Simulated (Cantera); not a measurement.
Input: 1 mol Cu, 8.2 mol H₂O, 2 mol N₂, equilibrated at 0.000300 bar.

Method: chemical equilibrium by Gibbs-energy minimisation in Cantera with the NASA 1993 tables (ideal gas, pure condensed phases). Candidate condensed phases: Cu, CuO, Cu(OH)₂, Cu₂O, H₂O; 27 gas species. Rates play no part.

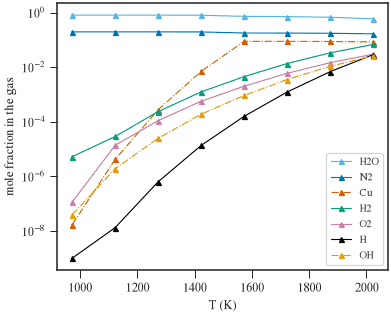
Equilibrium gas composition (values under 1e-9 drawn at 1e-9)

At 973 K the condensed part is Cu(s) + Cu₂O(s). From 1123 K to 1273 K the condensed part is Cu(s). From 1423 K to 1573 K the condensed part is Cu(l). From 1723 K to 2023 K nothing is condensed. The main Cu-bearing gas is Cu throughout.
